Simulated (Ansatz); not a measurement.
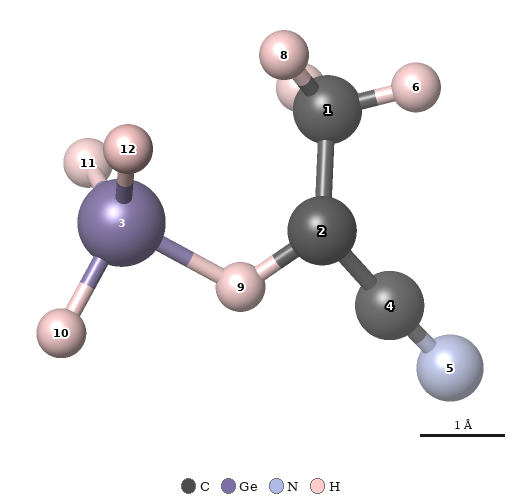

Figure 1. The structure as given in the input (ball-and-stick view, seen at a tilt; atoms are numbered from 1 in the order of the input). Sticks mark near contacts. Bond lengths as drawn: C–C 1.41 to 1.51 Å, C–H 1.10 to 1.21 Å, C–N 1.17 Å and Ge–H 1.52 to 1.65 Å.

C$_{3}$H$_{7}$GeN: phonon calculation

The run: phonon calculation of C$_{3}$H$_{7}$GeN. Method and program: RKS PBE0-D4/def2-SVP (Ansatz 0.2.0).

It belongs to a series of runs on one base structure; here: vibrations at the highest image of the band. Figures and captions count atoms from 1; the log counts them from 0 in places.

The program's output
```
Engine: ansatz 0.2.0, aarch64-unknown-linux-gnu
Functional definition: PBE0
  parameter a = 0.25
  parameter kappa = 0.804
  parameter beta = 0.06672455060314922
  exchange = (1 - a)*pbe_x(kappa = kappa, mu = beta*pi^2/3) + a*exact_x
  correlation = pbe_c(beta = beta)
1388 factors; integrals over basis functions are off by at most 3.1e-4 eV
mean field evaluation 1: about -61197.8410 eV, gradient 5.4e1 eV
mean field evaluation 2: about -61172.4582 eV, gradient 9.7e1 eV
mean field evaluation 4: about -61204.8277 eV, gradient 1.3e1 eV
mean field evaluation 8: about -61205.2233 eV, gradient 2.9e-1 eV
mean field evaluation 16: about -61205.2651 eV, gradient 4.2e-4 eV
mean field -61205.26512569 eV, -2249.2520069503 hartree, gradient 4.5e-5 eV, S^2 0.000000; 0 other end points of the search recorded, 0 dependent functions left out
the calculation of the forces begins
reference -61205.26515231 eV, -2249.2520079286 hartree; 32, 32 occupied and 91, 91 virtual orbitals, 1388 factors
these checks for a lower state are left out or cut short: stability, starts, cluster_reference, orbital_swaps, neighbouring_geometries, increment
1388 factors; integrals over basis functions are off by at most 3.1e-4 eV
mean field -61205.26497878 eV, -2249.2520015516 hartree, gradient 2.7e-6 eV, S^2 0.000000; 0 other end points of the search recorded, 0 dependent functions left out
[... from here on the field's lines of each further geometry are left out, up to the last ...]
the calculation of the forces begins
reference -61205.26509490 eV, -2249.2520058188 hartree; 32, 32 occupied and 91, 91 virtual orbitals, 1388 factors
these checks for a lower state are left out or cut short: stability, starts, cluster_reference, orbital_swaps, neighbouring_geometries, increment
1388 factors; integrals over basis functions are off by at most 3.1e-4 eV
mean field -61205.26507179 eV, -2249.2520049697 hartree, gradient 1.8e-6 eV, S^2 0.000000; 0 other end points of the search recorded, 0 dependent functions left out
the calculation of the forces begins
reference -61205.26509841 eV, -2249.2520059480 hartree; 32, 32 occupied and 91, 91 virtual orbitals, 1388 factors
WARN: phonons: modes at or below zero, which the zero-point energy, F, S and C_V leave out: 1, the lowest at -995.45 cm⁻¹. A minimum has none, and a first-order saddle one
Total energy: -61205.47310865 eV, -2249.2596501831 hartree
Atom 0 at    -1.065352    -0.258804     0.792687 Å, force     0.009791    -0.013646    -0.001827 eV/Å
Atom 1 at    -0.352547     0.788626    -0.026523 Å, force    -0.037608     0.028600     0.022258 eV/Å
Atom 2 at     1.656911    -0.560651    -0.074439 Å, force     0.001142     0.006939    -0.011500 eV/Å
Atom 3 at    -1.056417     1.360186    -1.107121 Å, force    -0.013905     0.004406     0.007657 eV/Å
Atom 4 at    -1.648077     1.908535    -1.955010 Å, force     0.009969    -0.003739    -0.010859 eV/Å
Atom 5 at    -1.998667     0.221684     1.124994 Å, force    -0.001023     0.002323    -0.000552 eV/Å
Atom 6 at    -1.361085    -1.192694     0.274605 Å, force    -0.001006     0.001789     0.001272 eV/Å
Atom 7 at    -0.523274    -0.528346     1.714989 Å, force     0.001005     0.002695    -0.001484 eV/Å
Atom 8 at     0.600180     0.534966    -0.722217 Å, force     0.032373    -0.021917    -0.002470 eV/Å
Atom 9 at     2.802330    -0.044900    -0.957438 Å, force    -0.000817    -0.001648     0.000769 eV/Å
Atom 10 at     1.154281    -1.960970    -0.443743 Å, force     0.001155    -0.003917    -0.000939 eV/Å
Atom 11 at     1.868617    -0.322832     1.413217 Å, force    -0.001075    -0.001884    -0.002326 eV/Å
Dipole moment:     0.999989    -1.016895     0.554965 e Å
Vibrations: -995.45 94.81 140.93 153.82 188.95 260.12 327.22 501.93 508.67 542.08 585.80 794.58 843.87 860.09 867.44 1012.74 1062.86 1240.17 1383.60 1440.04 1470.96 1614.57 2171.06 2193.76 2251.34 2266.46 2302.46 2995.35 3087.12 3140.85 cm⁻¹, zero-point energy 2.250539 eV
```

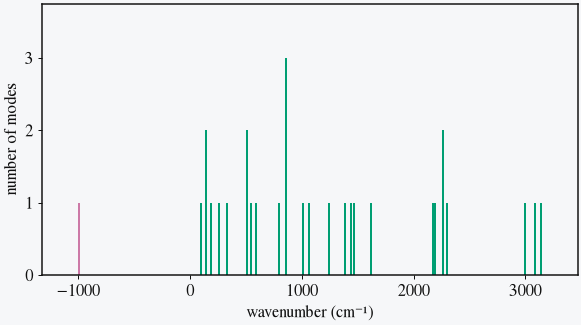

Figure 2. Harmonic vibrational wavenumbers from the force constants; neighbouring modes closer than 19 cm⁻¹ are counted in one stick, and imaginary ones are drawn at negative wavenumbers. 30 modes from 995i to 3141 cm⁻¹, 1 imaginary beyond 8i (995i cm⁻¹): a first-order saddle point, if the geometry is stationary.

This output came from the following input.

The input
```yaml
crystal:
  periodic: [false, false, false]
  atoms:
    - { symbol: C, position_ang: [-1.065352, -0.258804, 0.792687] }
    - { symbol: C, position_ang: [-0.352547, 0.788626, -0.026523] }
    - { symbol: Ge, position_ang: [1.656911, -0.560651, -0.074439] }
    - { symbol: C, position_ang: [-1.056417, 1.360186, -1.107121] }
    - { symbol: "N", position_ang: [-1.648077, 1.908535, -1.95501] }
    - { symbol: H, position_ang: [-1.998667, 0.221684, 1.124994] }
    - { symbol: H, position_ang: [-1.361085, -1.192694, 0.274605] }
    - { symbol: H, position_ang: [-0.523274, -0.528346, 1.714989] }
    - { symbol: H, position_ang: [0.60018, 0.534966, -0.722217] }
    - { symbol: H, position_ang: [2.80233, -0.0449, -0.957438] }
    - { symbol: H, position_ang: [1.154281, -1.96097, -0.443743] }
    - { symbol: H, position_ang: [1.868617, -0.322832, 1.413217] }
basis:
  gaussian: { orbitals: def2-SVP }
hamiltonian:
  xc: pbe0
  dispersion: d4
phonons: {}
```

Command:
```bash
ansatz run input.yaml --threads 2 --pin off --max-ram 3072MiB --backend cpu --events-out ev --progress --plain --runs-dir out
```

Summary

- outcome: converged
- total energy: −61205.4731 eV
- mean-field energy: −61205.2652 eV
- largest force (length of the vector): 0.052 eV/Å
- hardware: 2 threads of Arm Neoverse V1, 24 GiB of memory available, shared host
- wall time: 3.4 min (CPU time 6.7 min)
- peak memory: 0.31 GiB
